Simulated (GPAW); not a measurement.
# Surface energy and work function of Ag(110) from slabs of 4 to 14 layers (RPBE)

How do energy and work function of Ag(110) films settle with thickness, and what surface energy follows?

**Method.** GPAW 26.7.0, plane waves at 450 eV with PAW setups; symmetric 1×1 slabs cut at the tabulated lattice constant (two decimals; low-temperature values for the alkali metals), atoms at bulk places, 7.5 Å of vacuum on each side, one in-plane mesh for all thicknesses, Fermi-Dirac smearing of 0.1 eV. Energies are extrapolated to zero smearing and count from the program's reference atoms. Functional RPBE. The cell's area is 11.829 Å².

Results, with one row withheld:

| layers | energy (eV) | work function (eV) |
| --- | --- | --- |
| 4 | −8.2775 | 3.98 |
| 5 | −10.6247 | 3.98 |
| 6 | −12.9091 | 4.00 |
| 7 | −15.2548 | 3.94 |
| 8 | −17.5342 | 4.00 |
| 9 | −19.8759 | 3.93 |
| 10 | −22.1678 | 4.01 |
| 11 | −24.4912 | 3.91 |
| 12 | −26.7942 | 4.00 |
| 14 | ? | ? |

Q: What surface energy do these runs give, and what energy and work function should the 14-layer slab have?

Worked answer. A slab of n layers has E(n) = nε + 2Aγ once its middle is bulk-like. A line through n = 6 to 12 has the slope ε = −2.3129 eV a layer and the intercept 2Aγ = 0.9552 eV (r.m.s. residual 12.3 meV). So γ = 0.9552 / (2 × 11.829 Å²) = 0.0404 eV/Å² = 0.65 J/m², with a standard error of about 0.02 J/m² from the scatter about the line. For 14 layers: 0.9552 + 14 × (−2.3129) = −31.426 eV; the run gives −31.417 eV, 8.7 meV over the line. The work function has no such law: from 6 to 12 layers it moves between 3.91 and 4.01 eV (mean 3.97), and the 14-layer slab gives 3.99 eV. The thinnest slab, 4 layers, lies +0.01 eV from that mean. The values go up and down with thickness, as expected where levels confined across the film cross the Fermi level one by one. The measured value for this face is 4.10 eV (“Anisotropic work function of elemental crystals” (2019, arxiv:1902.07811)); the unrelaxed 14-layer slab lies 0.11 eV under it.

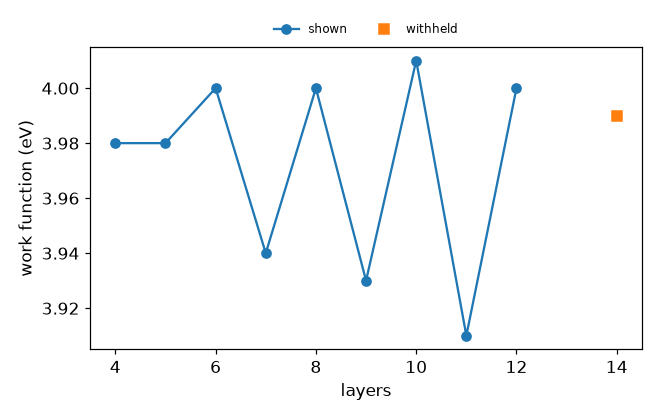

Work function against thickness.

Caveats: The surfaces are unrelaxed, so γ is an upper bound for this functional and lattice constant. The tabulated lattice constant isn't the functional's own, which strains the slab a little.
